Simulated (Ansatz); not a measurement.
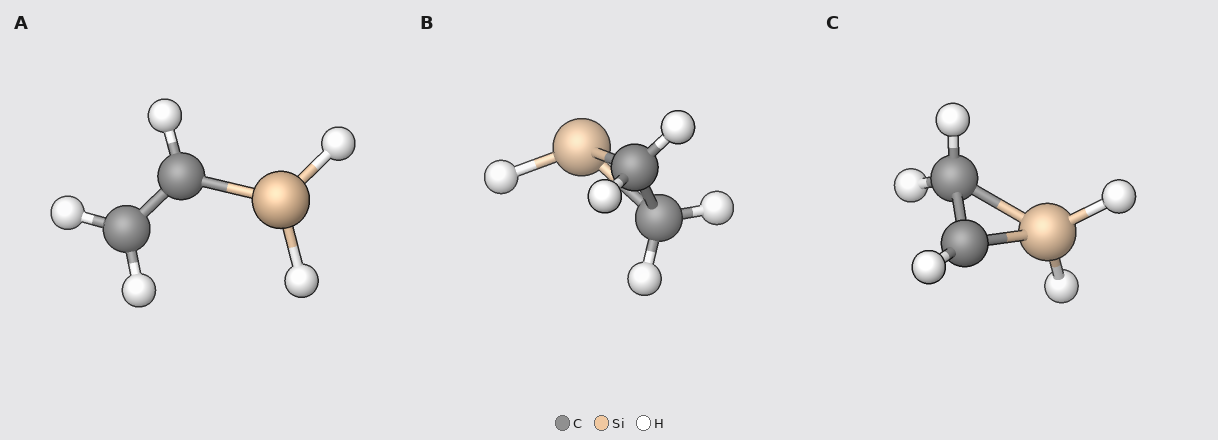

3 stationary structures of one formula. State: neutral, doublet. Geometries: PBE0-D4/def2-TZVP. Electronic energies: UHF-CCSD(T) (frozen core)/def2-TZVPP (Ansatz 0.2.0), without zero-point energy. No frequency run is at hand to confirm each as a minimum. Each is one conformer, not always the lowest.

**Rank them by energy, lowest first.**

A is lowest (C1); B lies 0.415 eV above it (Cs), C lies 1.043 eV above it (Cs).

The determinant isn't a pure spin state (⟨S²⟩ up to 0.90).
